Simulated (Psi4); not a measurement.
# GaHClO (SMILES [O][GaH][Cl]) at UMP2/def2-SVPD

What is the vertical electron affinity of GaHClO at UMP2/def2-SVPD? 

The calculation is run with Psi4 1.11.

2 further runs of the same task are left out: 2 set aside as unsound or not needed.

### Step 1. The system as given

The species is GaHClO (4 atoms), meant as a doublet with charge 0. As SMILES, `[O][GaH][Cl]`. The shape is that of a PBE0-D4/def2-TZVP optimisation.

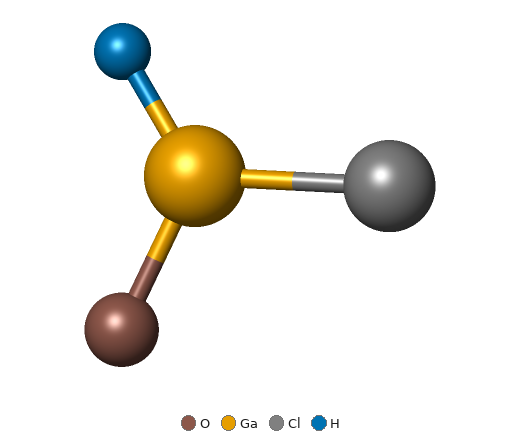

Viewed from a chosen angle; oxygen brown, gallium amber, chlorine grey, hydrogen blue.

### Step 2. A single-point energy at UMP2/def2-SVPD

clgaho.in reads:

```
memory 2200 MB

molecule mol {
  0 2
  O     -1.739800    -0.117700    -0.212200
  Ga     0.030900     0.144300    -0.061200
  Cl     1.050700    -1.557300     0.708800
  H      0.713700     1.470500    -0.455700
  symmetry c1
  no_reorient
  no_com
}

set basis def2-SVPD
set reference uhf
set puream true
set e_convergence 1e-09
set d_convergence 1e-08
set scf_type pk
set num_frozen_docc 15
set mp2_type conv
set maxiter 100

energy_value, wavefunction = energy('mp2', return_wfn=True)
```

Command:

```
$ psi4 -n 1 clgaho.in clgaho.out
```

clgaho.out:

```text
[...]
  Running in c1 symmetry.
[...]
  Nuclear repulsion =  240.936454910321658
[...]
  Multiplicity = 2
[...]
  Nalpha       = 29
  Nbeta        = 28
[...]
    Number of basis functions: 96
[...]
   @UHF iter   1: -2456.05652214232532   -3.03174e+00   2.44247e-02 DIIS/ADIIS
[...]
   @UHF iter  27: -2457.78223708544147   -4.22915e-11   4.57081e-09 DIIS
[...]
   @S^2 Observed:                7.595929574E-01
[...]
    Orbital Energies [Eh]
    ---------------------
    Alpha Occupied:
       1A   -378.849846     2A   -104.803669     3A    -48.216766
       4A    -42.559378     5A    -42.556356     6A    -42.555298
       7A    -20.621089     8A    -10.564976     9A     -8.039567
      10A     -8.037233    11A     -8.037054    12A     -6.459156
      13A     -4.557830    14A     -4.553899    15A     -4.551291
      16A     -1.345811    17A     -1.272553    18A     -1.267744
      19A     -1.263985    20A     -1.263859    21A     -1.237155
      22A     -1.081816    23A     -0.649378    24A     -0.639978
      25A     -0.551923    26A     -0.547317    27A     -0.501914
      28A     -0.477567    29A     -0.466366
    Alpha Virtual:
[...]
  @UHF Final Energy: -2457.78223708544147
   => Energetics <=
    Nuclear Repulsion Energy =            240.9364549103216575
    One-Electron Energy =               -3903.3437152753176633
    Two-Electron Energy =                1204.6250232795548527
    Total Energy =                      -2457.7822370854410110
  UHF NO Occupations:
  HONO-2 :   27  A 1.9984426
  HONO-1 :   28  A 1.9979474
[...]
 Multipole Moments:
 ------------------------------------------------------------------------------------
     Multipole            Electronic (a.u.)      Nuclear  (a.u.)        Total (a.u.)
 ------------------------------------------------------------------------------------
 L = 1.  Multiply by 2.5417464519 to convert [e a0] to [Debye]
 Dipole X            :        -10.1205897           10.6110012            0.4904114
 Dipole Y            :         41.3122522          -40.5760104            0.7362418
 Dipole Z            :        -15.3184958           15.1161083           -0.2023876
 Magnitude           :                                                    0.9074779
[...]
	SCS-MP2 Total Energy (a.u.)        : -2458.26066965527980
	SOS-MP2 Total Energy (a.u.)        : -2458.21229922084331
	SCSN-MP2 Total Energy (a.u.)       : -2458.03763297926662
[...]
	SOS-PI-MP2 Total Energy (a.u.)     : -2458.28397624341051
[...]
	MP2 Total Energy (a.u.)            : -2458.28573350158649
[...]
```

Wall time 11 s (1 thread of Intel Xeon Platinum 8259CL at 2.50GHz (Skylake/Cascade Lake), shared host); peak memory 0.54 GiB.

### Step 3. The singlet anion at the same level

calc.inp reads:

```
memory 2.2 GB

molecule system {
  -1 1
  O
  Ga 1 1.796336
  Cl 2 2.127988 1 112.71711
  H 2 1.542936 1 122.68972 3 179.95921
  symmetry c1
  no_reorient
  no_com
}

set {
  puream true
  e_convergence 1e-09
  d_convergence 1e-08
  scf_type pk
  num_frozen_docc 15
  mp2_type conv
}

e, wfn = energy("mp2/def2-SVPD", return_wfn=True)
```

Command:

```
$ psi4 -n 1 calc.inp calc.out
```

calc.out:

```text
[...]
  Running in c1 symmetry.
[...]
  Nuclear repulsion =  240.936490347664176
[...]
  Multiplicity = 1
[...]
  Nalpha       = 29
  Nbeta        = 29
[...]
    Number of basis functions: 96
[...]
   @RHF iter   1: -2456.31800666044091   -3.29322e+00   2.41881e-02 DIIS/ADIIS
[...]
   @RHF iter  14: -2457.80353581612599   -9.54969e-12   5.56541e-09 DIIS
[...]
    Orbital Energies [Eh]
    ---------------------
    Doubly Occupied:
       1A   -378.602881     2A   -104.616513     3A    -47.970045
       4A    -42.312838     5A    -42.309753     6A    -42.308065
       7A    -20.254715     8A    -10.378970     9A     -7.853355
      10A     -7.851554    11A     -7.851296    12A     -6.212592
      13A     -4.311600    14A     -4.307967    15A     -4.302586
      16A     -1.030170    17A     -1.029044    18A     -1.021466
      19A     -1.018037    20A     -1.016154    21A     -0.901502
      22A     -0.872173    23A     -0.408969    24A     -0.322025
      25A     -0.302311    26A     -0.293414    27A     -0.199216
      28A     -0.163944    29A     -0.154944
[...]
  @RHF Final Energy: -2457.80353581612599
   => Energetics <=
    Nuclear Repulsion Energy =            240.9364903476641757
    One-Electron Energy =               -3917.1238594827173074
    Two-Electron Energy =                1218.3838333189269179
    Total Energy =                      -2457.8035358161259865
[...]
 Multipole Moments:
 ------------------------------------------------------------------------------------
     Multipole            Electronic (a.u.)      Nuclear  (a.u.)        Total (a.u.)
 ------------------------------------------------------------------------------------
 L = 1.  Multiply by 2.5417464519 to convert [e a0] to [Debye]
 Dipole X            :         -0.0013261            0.0009169           -0.0004092
 Dipole Y            :          0.5359960           -0.6152189           -0.0792229
 Dipole Z            :          2.3620623            0.0658202            2.4278826
 Magnitude           :                                                    2.4291748
[...]
	SCS-MP2 Total Energy (a.u.)        : -2458.36772954889375
	SOS-MP2 Total Energy (a.u.)        : -2458.30905065214802
	SCSN-MP2 Total Energy (a.u.)       : -2458.11336039094203
[...]
	SOS-PI-MP2 Total Energy (a.u.)     : -2458.39330312481798
[...]
	MP2 Total Energy (a.u.)            : -2458.40083486971434
[...]
```

Wall time 7.5 s (1 thread of Intel Xeon Platinum 8259CL at 2.50GHz (Skylake/Cascade Lake), shared host); peak memory 0.54 GiB.

### Step 4. Outcome

Level: UMP2/def2-SVPD, 15 core orbitals frozen.

| quantity | value |
| --- | --- |
| doublet GaHClO: total energy | -2458.28573 Eh |
| doublet GaHClO: HOMO energy (Hartree–Fock orbitals) (highest over α and β) | -12.56 eV |
| doublet GaHClO: LUMO energy (Hartree–Fock orbitals) (lowest over α and β) | 1.27 eV |
| doublet GaHClO: correlation energy (15 core orbitals frozen) | -503.5 mEh |
| doublet GaHClO: ⟨S²⟩ of the reference determinant | 0.760 |
| singlet anion: total energy | -2458.40083 Eh |
| singlet anion: HOMO energy (Hartree–Fock orbitals) | -4.22 eV |
| singlet anion: LUMO energy (Hartree–Fock orbitals) | 5.01 eV |
| singlet anion: HOMO–LUMO gap (to an unbound level, set by the basis) | 9.22 eV |
| singlet anion: correlation energy (15 core orbitals frozen) | -597.3 mEh |
| vertical electron affinity (to the singlet anion) | 3.132 eV |

What this shows: At fixed nuclei the extra electron is bound by 3.13 eV (72 kcal/mol).
